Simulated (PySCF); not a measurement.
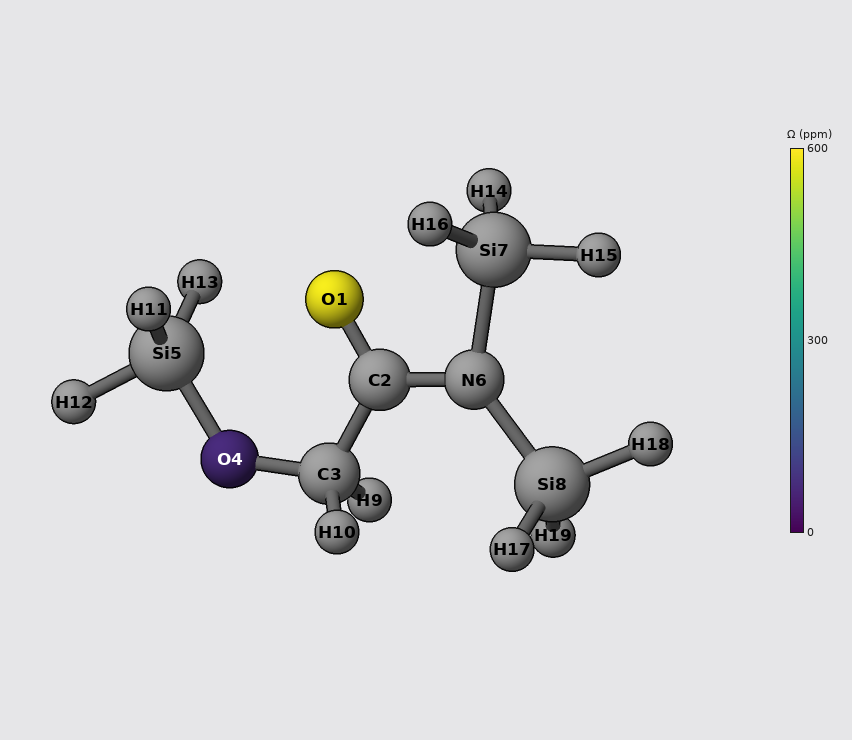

The O atoms are coloured by the span of their shielding tensor. The geometry was computed by an optimisation with GFN2-xTB. No frequency run is at hand to confirm it as a minimum. Level of theory: GIAO PBE0/pcSseg-1 NMR shielding, non-relativistic, gas phase (PySCF 2.14.0). Principal shieldings σ11 ≤ σ22 ≤ σ33, span Ω = σ33 − σ11, skew κ = 3(σiso − σ22)/Ω.

> Which O atom has the most anisotropic shielding?

O1, with a span of 585 ppm.

Give the shielding tensors of the O atoms.

```csv
atom,σ11,σ22,σ33,σiso,Ω,κ
O1,−334.4,−211.8,250.2,−98.7,584.6,0.58
O4,309.6,332.3,381.9,341.3,72.3,0.37
```

Shieldings and span in ppm.

The geometry is semi-empirical. Around Si such bond lengths and angles can be off by a tenth of an ångström or more and by several degrees, and values that hang on the shape move with them.
